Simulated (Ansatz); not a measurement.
## Li2SiS3 (Cmc2_1): the host for defect calculations

Aim: the runs on the perfect crystal Li2SiS3 (Cmc2_1) that a defect calculation needs first.

Program: Ansatz 0.2.0. Level of theory: plane-wave PAW DFT, PBEsol; relaxation of the defect-free supercell from random displacements, a test of the host's stability; PAW set soft_1. Results are calculated unless marked as measured.

## 1. The structure

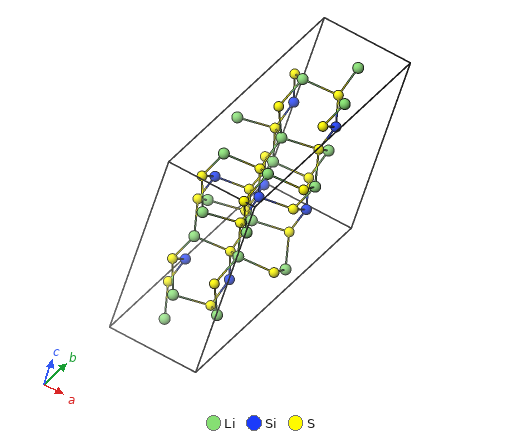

The cell as given, slightly off an axis (lithium green, silicon blue, sulfur yellow). Some periodic images of atoms are drawn too.

The cell holds 48 atoms: 16 Li, 8 Si and 24 S. Cell: a = 8.972 Å, b = 13.000 Å, c = 13.398 Å, α = 39.7°, β = 67.8°, γ = 72.5°.

## 2. Defect free supercell relaxed from displaced atoms

The input displaces the atoms at random before the relaxation, so that it can leave a symmetric saddle if there is one.

pristine.rattled/input.yaml reads:

```yaml
crystal:
  lattice:
    - [0.0, -6.7453479389, -5.9155994569]
    - [11.5759877855, 0.0, -5.9155994569]
    - [11.5759877855, -6.7453479389, 0.0]
  atoms:
    - { symbol: Li, position: [0.4127150182, 0.5942850711, 0.2405990979] }
    - { symbol: Li, position: [0.4127150182, 0.5942850711, 0.7405990979] }
    - { symbol: Li, position: [0.9127150182, 0.0942850711, 0.2405990979] }
    - { symbol: Li, position: [0.9127150182, 0.0942850711, 0.7405990979] }
    - { symbol: Li, position: [0.3442850711, 0.1627150182, 0.0024008128] }
    - { symbol: Li, position: [0.3442850711, 0.1627150182, 0.5024008128] }
    - { symbol: Li, position: [0.8442850711, 0.6627150182, 0.0024008128] }
    - { symbol: Li, position: [0.8442850711, 0.6627150182, 0.5024008128] }
    - { symbol: Li, position: [0.0094009021, 0.4975991872, 0.3372849818] }
    - { symbol: Li, position: [0.0094009021, 0.4975991872, 0.8372849818] }
    - { symbol: Li, position: [0.5094009021, 0.9975991872, 0.3372849818] }
    - { symbol: Li, position: [0.5094009021, 0.9975991872, 0.8372849818] }
    - { symbol: Li, position: [0.2475991872, 0.7594009021, 0.4057149289] }
    - { symbol: Li, position: [0.2475991872, 0.7594009021, 0.9057149289] }
    - { symbol: Li, position: [0.7475991872, 0.2594009021, 0.4057149289] }
    - { symbol: Li, position: [0.7475991872, 0.2594009021, 0.9057149289] }
    - { symbol: Si, position: [0.0811494721, 0.9170103263, 0.0829896737] }
    - { symbol: Si, position: [0.0811494721, 0.9170103263, 0.5829896737] }
    - { symbol: Si, position: [0.5811494721, 0.4170103263, 0.0829896737] }
    - { symbol: Si, position: [0.5811494721, 0.4170103263, 0.5829896737] }
    - { symbol: Si, position: [0.1670103263, 0.3311494721, 0.1688505279] }
    - { symbol: Si, position: [0.1670103263, 0.3311494721, 0.6688505279] }
    - { symbol: Si, position: [0.6670103263, 0.8311494721, 0.1688505279] }
    - { symbol: Si, position: [0.6670103263, 0.8311494721, 0.6688505279] }
    - { symbol: S, position: [0.1277228572, 0.2820612928, 0.0653443194] }
    - { symbol: S, position: [0.1277228572, 0.2820612928, 0.5653443194] }
    - { symbol: S, position: [0.6277228572, 0.7820612928, 0.0653443194] }
    - { symbol: S, position: [0.6277228572, 0.7820612928, 0.5653443194] }
    - { symbol: S, position: [0.0320612928, 0.8777228572, 0.2748715307] }
    - { symbol: S, position: [0.0320612928, 0.8777228572, 0.7748715307] }
    - { symbol: S, position: [0.5320612928, 0.3777228572, 0.2748715307] }
    - { symbol: S, position: [0.5320612928, 0.3777228572, 0.7748715307] }
    - { symbol: S, position: [0.1846556806, 0.7251284693, 0.1222771428] }
    - { symbol: S, position: [0.1846556806, 0.7251284693, 0.6222771428] }
    - { symbol: S, position: [0.6846556806, 0.2251284693, 0.1222771428] }
    - { symbol: S, position: [0.6846556806, 0.2251284693, 0.6222771428] }
    - { symbol: S, position: [0.4751284693, 0.9346556806, 0.2179387072] }
    - { symbol: S, position: [0.4751284693, 0.9346556806, 0.7179387072] }
    - { symbol: S, position: [0.9751284693, 0.4346556806, 0.2179387072] }
    - { symbol: S, position: [0.9751284693, 0.4346556806, 0.7179387072] }
    - { symbol: S, position: [0.257201875, 0.115867848, 0.384132152] }
    - { symbol: S, position: [0.257201875, 0.115867848, 0.884132152] }
    - { symbol: S, position: [0.757201875, 0.615867848, 0.384132152] }
    - { symbol: S, position: [0.757201875, 0.615867848, 0.884132152] }
    - { symbol: S, position: [0.365867848, 0.507201875, 0.492798125] }
    - { symbol: S, position: [0.365867848, 0.507201875, 0.992798125] }
    - { symbol: S, position: [0.865867848, 0.007201875, 0.492798125] }
    - { symbol: S, position: [0.865867848, 0.007201875, 0.992798125] }
basis:
  ecutwfc: 420
  xc_grid: 2
hamiltonian:
  xc: pbesol
  pseudopotentials: { kind: paw, azcp: { folder: soft_1 }, xc_functional: pbe }
kpoints:
  mp_grid: { grid: [1, 1, 1] }
scf:
  occupations: { method: fermi_dirac, width: 0.01 }
  max_iter: 80
output:
  forces: true
relax:
  f_tol: 0.01
  max_steps: 120
  random_displacement: { amplitude: 0.08, seed: 3651 }
checkpoint:
  write: "../pristine.rattled.run"
  compress: false
  write_wavefunctions: false
  write_every: 100000
```

Started as:

```sh
ansatz run input.yaml --threads 4 --pin off --max-ram 7536MiB --backend cpu --events-out ev --progress --plain --runs-dir out
```

Numbers of over 12 decimals in the logs are rounded to 6 here.

Output:

```text
[... repeated set-up lines and file paths are left out, and long positions are rounded to six places ...]
Engine: ansatz 0.2.0, x86_64-unknown-linux-gnu
Pseudopotentials: kind: paw
Pseudopotential: Li, paw, valence charge 3, recommended cutoff 420 eV (normal), soft_1/Li.paw.azcp
Pseudopotential: Si, paw, valence charge 4, recommended cutoff 420 eV (normal), soft_1/Si.paw.azcp
Pseudopotential: S, paw, valence charge 6, recommended cutoff 420 eV (normal), soft_1/S.paw.azcp
Functional definition: PBEsol
  exchange = pbesol_x
  correlation = pbesol_c
Crystal: 48 atoms, lattice volume = 923.828 Å³
Basis set: ecut = 420 eV, 18035 PW (Γ), exchange–correlation on 120×180×180 points (8 copies of the dense FFT grid, shifted against one another)
Bands: 160, of which v1, the nominal top of the filled ones, is band 112 counted from 1 (111 counted from 0)
Symmetry: 1 space group operations
k-points: 1
Non-local potential: Li, projectors of the file, l = 0: 3, l = 1: 2, l = 2: 1
Non-local potential: Si, projectors of the file, l = 0: 2, l = 1: 2, l = 2: 1
Non-local potential: S, projectors of the file, l = 0: 2, l = 1: 2, l = 2: 1
PAW form: soft (Blöchl's): semilocal exchange-correlation on the pseudo side does not see the compensation charge
PAW frozen core: Si, regenerated for the run's functional, and the local potential with it (the file was generated under x = pbe(κ = 0.804, μ = 0.219515), c = pbe(β = 0.066725))
PAW frozen core: S, regenerated for the run's functional, and the local potential with it (the file was generated under x = pbe(κ = 0.804, μ = 0.219515), c = pbe(β = 0.066725))
PAW one-centre angular grid: Li, 110 points (default); XC on 64 Gauss nodes
PAW one-centre angular grid: Si, 110 points (default); XC on 64 Gauss nodes
PAW one-centre angular grid: S, 110 points (default); XC on 64 Gauss nodes
Initial density: superposition of atomic densities (chi_scale 0.1, normalization cell, long waves kept (reshape's long-wave potential 0.05 eV rms))
Initial wavefunctions: pseudopotential atomic-orbital guess
Functional: x = pbesol(κ = 0.804, μ = 0.123457), c = pbesol(β = 0.046)
SCF iter   1: F=—  HF=-29515.695596 eV  |F-HF|=—  |Δ(HF+E_count)|=         —  Δρ=4.04e-2  dr2=2.83e1  ethr=3.10e-3  ⟨swp⟩=9.0  Hψ=859  notcnv=0  defer=18
preconditioner: auto → Resta (q_TF=auto, 2.154 Å⁻¹)  ε∞=3.6  [insulator: Δε(μ)=4.005 eV  Ē_g=10.499 eV  σ=0.010 eV  W_gap=1.00  n_scr=154 (ndim 8)  ℏωp=16.9 eV  f_vac=0.000  D(μ)=0.00/eV (n_scr^D=0)  ε∞_Penn≈3.6]
SCF iter   2: F=—  HF=-29508.809462 eV  |F-HF|=—  |Δ(HF+E_count)|=    6.89e0  Δρ=2.07e-2  dr2=4.99e0  ethr=3.10e-3  ⟨swp⟩=4.0  Hψ=268  notcnv=0  defer=40
SCF iter   3: F=—  HF=-29507.498916 eV  |F-HF|=—  |Δ(HF+E_count)|=    1.31e0  Δρ=5.35e-3  dr2=3.94e-1  ethr=2.23e-3  ⟨swp⟩=3.0  Hψ=200  notcnv=0  defer=40
SCF iter   4: F=—  HF=-29507.490830 eV  |F-HF|=—  |Δ(HF+E_count)|=   8.09e-3  Δρ=1.33e-3  dr2=1.83e-2  ethr=1.76e-4  ⟨swp⟩=4.0  Hψ=280  notcnv=0  defer=40
SCF iter   5: F=—  HF=-29507.504853 eV  |F-HF|=—  |Δ(HF+E_count)|=   1.40e-2  Δρ=3.70e-4  dr2=2.19e-3  ethr=8.18e-6  ⟨swp⟩=3.0  Hψ=232  notcnv=0  defer=40
SCF iter   6: F=—  HF=-29507.504950 eV  |F-HF|=—  |Δ(HF+E_count)|=   9.74e-5  Δρ=1.05e-4  dr2=1.73e-4  ethr=9.76e-7  ⟨swp⟩=2.0  Hψ=239  notcnv=0  defer=40
SCF iter   7: F=—  HF=-29507.505111 eV  |F-HF|=—  |Δ(HF+E_count)|=   1.61e-4  Δρ=3.84e-5  dr2=3.07e-5  ethr=7.73e-8  ⟨swp⟩=3.0  Hψ=207  notcnv=0  defer=40
SCF iter   8: F=—  HF=-29507.505126 eV  |F-HF|=—  |Δ(HF+E_count)|=   1.44e-5  Δρ=1.21e-5  dr2=2.86e-6  ethr=1.37e-8  ⟨swp⟩=2.0  Hψ=193  notcnv=0  defer=40
SCF iter   9: F=-29507.505128 eV  HF=-29507.505128 eV  |F-HF|=1.58e-7  |Δ(HF+E_count)|=   2.09e-6  Δρ=4.70e-6  dr2=4.49e-7  ethr=1.12e-9  ⟨swp⟩=5.0  Hψ=500  notcnv=0
SCF 1 converged in 9 iterations: F = -29507.505128 eV  dr2 = 4.49e-7
  greatest PAW one-centre occupation: 1.000 electrons in one spin orbital (limit 2), on the Li atom at site 15 (counted from 0), in its partial waves of l = 0
relax step   1: F+E_penalty+E_count = -29507.50512781 eV  Δ(F+E_penalty+E_count) = +0.000e0 eV  max|allowed force component| = 2.451e0 eV/Å  Δτ_max = 0.0000 Å  (9 SCF iters, dr2 threshold 2.50e-6 eV, accepted)
[... the SCF cycles and remarks between the steps are left out from here to the last step ...]
relax step   2: F+E_penalty+E_count = -29508.67257387 eV  Δ(F+E_penalty+E_count) = -1.167e0 eV  max|allowed force component| = 6.985e-1 eV/Å  Δτ_max = 0.1234 Å  (5 SCF iters, dr2 threshold 1.00e-4 eV, accepted)
relax step   3: F+E_penalty+E_count = -29508.60158141 eV  Δ(F+E_penalty+E_count) = +7.099e-2 eV  max|allowed force component| = 3.765e-1 eV/Å  Δτ_max = 0.2000 Å  (6 SCF iters, dr2 threshold 3.05e-5 eV, rejected (line search))
relax step   4: F+E_penalty+E_count = -29508.86835499 eV  Δ(F+E_penalty+E_count) = -1.958e-1 eV  max|allowed force component| = 2.064e-1 eV/Å  Δτ_max = 0.0988 Å  (8 SCF iters, accepted)
relax step   5: F+E_penalty+E_count = -29508.89247825 eV  Δ(F+E_penalty+E_count) = -2.412e-2 eV  max|allowed force component| = 9.495e-3 eV/Å  Δτ_max = 0.0452 Å  (5 SCF iters, dr2 threshold 3.46e-6 eV, accepted)
iter 1 solved again at ethr=1.13e-9 eV; its pass at ethr=3.10e-3 eV (dr2=2.54e-6 eV) is discarded
SCF iter   1: F=—  HF=-29508.892418 eV  |F-HF|=—  |Δ(HF+E_count)|=         —  Δρ=1.32e-5  dr2=2.54e-6  ethr=1.13e-9  ⟨swp⟩=1.0  Hψ=376  notcnv=0  defer=40
SCF iter   2: F=—  HF=-29508.892478 eV  |F-HF|=—  |Δ(HF+E_count)|=   6.06e-5  Δρ=7.80e-6  dr2=7.85e-7  ethr=1.13e-9  ⟨swp⟩=2.0  Hψ=163  notcnv=0  defer=40
SCF iter   3: F=—  HF=-29508.892479 eV  |F-HF|=—  |Δ(HF+E_count)|=   5.43e-7  Δρ=2.50e-6  dr2=1.23e-7  ethr=3.51e-10  ⟨swp⟩=2.0  Hψ=176  notcnv=0  defer=40
SCF iter   4: F=-29508.892479 eV  HF=-29508.892479 eV  |F-HF|=1.04e-9  |Δ(HF+E_count)|=   5.77e-8  Δρ=4.55e-7  dr2=2.50e-9  ethr=4.46e-11  ⟨swp⟩=5.0  Hψ=536  notcnv=0
SCF 6 converged in 4 iterations: F = -29508.892479 eV  dr2 = 2.50e-9
relax step   6: F+E_penalty+E_count = -29508.89247905 eV  Δ(F+E_penalty+E_count) = -8.014e-7 eV  max|allowed force component| = 9.536e-3 eV/Å  Δτ_max = 0.0000 Å  (4 SCF iters, accepted)
SCF converged after 4 iterations
Free energy (F): -29508.892479 eV
Harris-Foulkes:  -29508.892479 eV  (|F-HF|=1.04e-9)
Internal energy: -29508.892479 eV  (E = F + TS)
E sigma→0 (E₀):  -29508.892479 eV
Fermi energy:    4.631483 eV
--- Per-component energies (eV) ---
  E_band       = -1651.780201
  E_kinetic    = 3158.028356
  E_local      = -6037.201104  (includes V_loc(G=0)·N_el)
  E_nonlocal   = 690.452463
  E_hartree    = 1807.006227
  E_xc         = -2715.839210
  E_vxc        = -2567.142264  (∫ρ·V_xc dr)
  E_paw        = -18558.620578  (= ΣΔE_a)
  E_vpaw       = -509.934217  (= ΣTr[D̂ρ^β])
  E_aug_tail   = 0.004420  (compensation charges beyond the density's cutoff)
  E_ewald      = -7854.462325
  E_core_change = 1.739271  (= ΣΔE_core)
  E_smearing   = -0.000000  (= −TS)
  E_closure    = -0.000000  (closes the sum)
  Σ components = -29508.892479   (vs F -29508.892479, Δ=0.00e0)
--- Forces (eV/Å), atoms counted from 1 ---
  atom   1  Li    -0.00035215     0.00352761    -0.00343831
  atom   2  Li     0.00263504     0.00228374     0.00519104
  atom   3  Li     0.00369542     0.00608848    -0.00346484
  atom   4  Li     0.00200910    -0.00135465    -0.00031241
  atom   5  Li    -0.00365198    -0.00220774     0.00123102
  atom   6  Li    -0.00265236    -0.00320239     0.00452123
  atom   7  Li    -0.00168869    -0.00503439     0.00136143
  atom   8  Li     0.00080300    -0.00308651    -0.00034260
  atom   9  Li     0.00278367    -0.00331560    -0.00079650
  atom  10  Li     0.00317802    -0.00252793     0.00437694
  atom  11  Li    -0.00071102    -0.00409518     0.00180654
  atom  12  Li     0.00109142    -0.00193471    -0.00089261
  atom  13  Li     0.00169297     0.00367710     0.00190123
  atom  14  Li    -0.00144078     0.00171770     0.00385531
  atom  15  Li    -0.00215212     0.00064658     0.00354557
  atom  16  Li    -0.00012676     0.00281562    -0.00298616
  atom  17  Si     0.00322158    -0.00081008     0.00262003
  atom  18  Si    -0.00211238     0.00001398     0.00411084
  atom  19  Si    -0.00330291    -0.00261544    -0.00231026
  atom  20  Si     0.00250957     0.00389782     0.00091554
  atom  21  Si    -0.00115397    -0.00174745    -0.00078798
  atom  22  Si     0.00374169     0.00266651    -0.00138565
  atom  23  Si     0.00261816     0.00500267     0.00201564
  atom  24  Si    -0.00337549     0.00153161     0.00350020
  atom  25  S      0.00326843    -0.00421421    -0.00035170
  atom  26  S      0.00215643     0.00012400    -0.00144528
  atom  27  S      0.00522532     0.00161972    -0.00714363
  atom  28  S      0.00470279    -0.00232691     0.00081362
  atom  29  S     -0.00363052     0.00336659    -0.00493790
  atom  30  S     -0.00242428    -0.00255690     0.00173553
  atom  31  S     -0.00243274     0.00151160     0.00335210
  atom  32  S     -0.00633655     0.00050448    -0.00253260
  atom  33  S      0.00776025     0.00295210    -0.00318022
  atom  34  S      0.00442415     0.00374598     0.00483932
  atom  35  S      0.00845989     0.00036488     0.00134021
  atom  36  S      0.00620509    -0.00117732    -0.00516350
  atom  37  S     -0.00614812    -0.00226586     0.00205298
  atom  38  S     -0.00953543    -0.00085611    -0.00176868
  atom  39  S     -0.00663688    -0.00131587    -0.00081151
  atom  40  S     -0.00631813    -0.00324435    -0.00304477
  atom  41  S     -0.00158046     0.00348065     0.00522451
  atom  42  S     -0.00300000     0.00276602    -0.00240790
  atom  43  S     -0.00489207     0.00052045    -0.00135629
  atom  44  S      0.00630764     0.00243352    -0.00448520
  atom  45  S      0.00002360    -0.00261261    -0.00100859
  atom  46  S     -0.00004565     0.00004588     0.00129415
  atom  47  S     -0.00199157    -0.00180783    -0.00098183
  atom  48  S     -0.00081307    -0.00299873    -0.00426237
  max |Σ_I F_I| component: 7.14e-6 eV/Å
--- Relaxed structure (6 steps of the walk, 5 accepted, 0 SCFs on fresh bases) ---
  F+E_penalty+E_count = -29508.89247905 eV   max|allowed force component| = 9.536e-3 eV/Å
  atoms:
    - { symbol: Li, position: [0.412872, 0.593151, 0.242371] }
    - { symbol: Li, position: [0.414700, 0.595156, 0.740106] }
    - { symbol: Li, position: [0.913324, 0.093163, 0.241871] }
    - { symbol: Li, position: [0.913457, 0.094402, 0.740811] }
    - { symbol: Li, position: [0.344094, 0.163463, 0.002414] }
    - { symbol: Li, position: [0.345298, 0.163860, 0.501837] }
    - { symbol: Li, position: [0.844267, 0.663477, 0.001716] }
    - { symbol: Li, position: [0.844354, 0.662588, 0.502833] }
    - { symbol: Li, position: [0.009482, 0.498140, 0.337339] }
    - { symbol: Li, position: [0.010785, 0.498851, 0.836133] }
    - { symbol: Li, position: [0.509118, 0.998755, 0.336878] }
    - { symbol: Li, position: [0.509259, 0.997383, 0.838173] }
    - { symbol: Li, position: [0.249135, 0.759553, 0.405724] }
    - { symbol: Li, position: [0.248794, 0.759490, 0.905779] }
    - { symbol: Li, position: [0.749012, 0.259952, 0.405667] }
    - { symbol: Li, position: [0.748141, 0.258098, 0.906958] }
    - { symbol: Si, position: [0.082272, 0.916711, 0.083377] }
    - { symbol: Si, position: [0.082502, 0.917881, 0.582676] }
    - { symbol: Si, position: [0.582364, 0.417372, 0.082705] }
    - { symbol: Si, position: [0.581932, 0.416926, 0.583568] }
    - { symbol: Si, position: [0.167568, 0.332258, 0.168297] }
    - { symbol: Si, position: [0.167391, 0.331430, 0.669105] }
    - { symbol: Si, position: [0.667670, 0.831317, 0.168909] }
    - { symbol: Si, position: [0.667972, 0.832174, 0.668341] }
    - { symbol: S, position: [0.127436, 0.283303, 0.065022] }
    - { symbol: S, position: [0.128194, 0.283204, 0.564851] }
    - { symbol: S, position: [0.627620, 0.782171, 0.065789] }
    - { symbol: S, position: [0.628671, 0.784444, 0.563677] }
    - { symbol: S, position: [0.033717, 0.876797, 0.275559] }
    - { symbol: S, position: [0.033692, 0.877920, 0.774889] }
    - { symbol: S, position: [0.534345, 0.378062, 0.274423] }
    - { symbol: S, position: [0.533435, 0.377702, 0.775295] }
    - { symbol: S, position: [0.186310, 0.724987, 0.122636] }
    - { symbol: S, position: [0.186969, 0.726236, 0.621816] }
    - { symbol: S, position: [0.686103, 0.225299, 0.122507] }
    - { symbol: S, position: [0.685448, 0.224952, 0.623101] }
    - { symbol: S, position: [0.476082, 0.935992, 0.216695] }
    - { symbol: S, position: [0.475952, 0.935795, 0.717114] }
    - { symbol: S, position: [0.975884, 0.436506, 0.216515] }
    - { symbol: S, position: [0.975234, 0.434953, 0.717885] }
    - { symbol: S, position: [0.258524, 0.117557, 0.383359] }
    - { symbol: S, position: [0.258242, 0.116433, 0.884145] }
    - { symbol: S, position: [0.758176, 0.616398, 0.384188] }
    - { symbol: S, position: [0.758902, 0.616649, 0.883097] }
    - { symbol: S, position: [0.366747, 0.507823, 0.492891] }
    - { symbol: S, position: [0.367331, 0.508316, 0.991853] }
    - { symbol: S, position: [0.867338, 0.008541, 0.492107] }
    - { symbol: S, position: [0.867260, 0.007369, 0.992536] }
```

Run time: 9.5 s. Hardware: 4 threads of Intel Xeon 6975P-C (Granite Rapids), shared host; peak memory 0.96 GiB; 32 s of CPU time.

Step by step:

| step | energy less that of the first step (eV) | largest force component (eV/Å) |
| --- | --- | --- |
| 1 | 0.0000 | 2.4512 |
| 2 | -1.1674 | 0.6985 |
| 3 | -1.0965 | 0.3765 |
| 4 | -1.3632 | 0.2064 |
| 5 | -1.3874 | 0.0095 |
| 6 | -1.3874 | 0.0095 |

Relaxation step 3 was tried and not accepted.

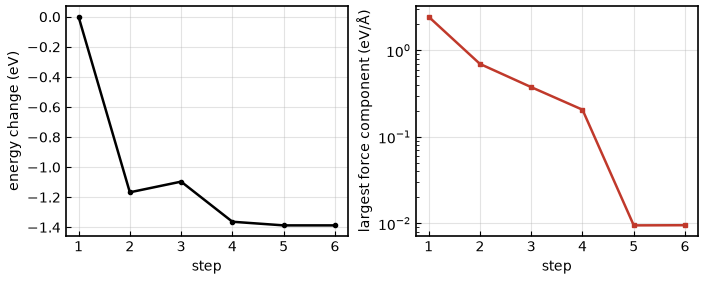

Energy and largest force along the relaxation.

The atoms that moved most (Å, from the sites as typed, ahead of the random displacement, the mean shift of all atoms taken out):

| atom | dx | dy | dz | length |
| --- | --- | --- | --- | --- |
| Li1 | 0.003 | -0.008 | 0.014 | 0.016 |
| S28 | 0.004 | 0.010 | -0.011 | 0.016 |
| Li16 | -0.005 | -0.007 | 0.013 | 0.015 |
| S34 | 0.003 | -0.007 | -0.012 | 0.014 |
| Li3 | -0.003 | -0.007 | 0.011 | 0.014 |
| S29 | -0.007 | -0.010 | 0.004 | 0.013 |
| S39 | 0.000 | 0.010 | -0.007 | 0.012 |
| S25 | 0.006 | 0.010 | 0.003 | 0.012 |

The relaxation ends 29 meV an atom lower than the displaced start, with a largest force component of 0.0095 eV/Å.

## 3. Outcome

```yaml
symmetric_supercell_less_the_displaced_and_relaxed_one: -0.001 eV
```

What this shows: The energy fell by 1.387 eV from the randomly displaced start; against the sites as typed, Li1 ends farthest off, by 0.02 Å, once the mean shift is taken out. The displaced cell ends within 0.01 eV of the symmetric one, so no lower structure shows in this supercell. All at zero temperature.

[Logs are printed without paths, hosts, clocks, repeated set-up lines and the standing remarks that a program may print on its own settings, such as how far it seeks lower states.]

[Hosts, paths, dates, database ids (printed as entryN), source tags and the programs' standing remarks are cut or masked in the printed files.]

[Runs of the host that timed out are not shown.]

[For some hosts the program warned that the k-mesh of the response run may be too coarse for force constants and the static dielectric constant; such warnings are not always shown.]
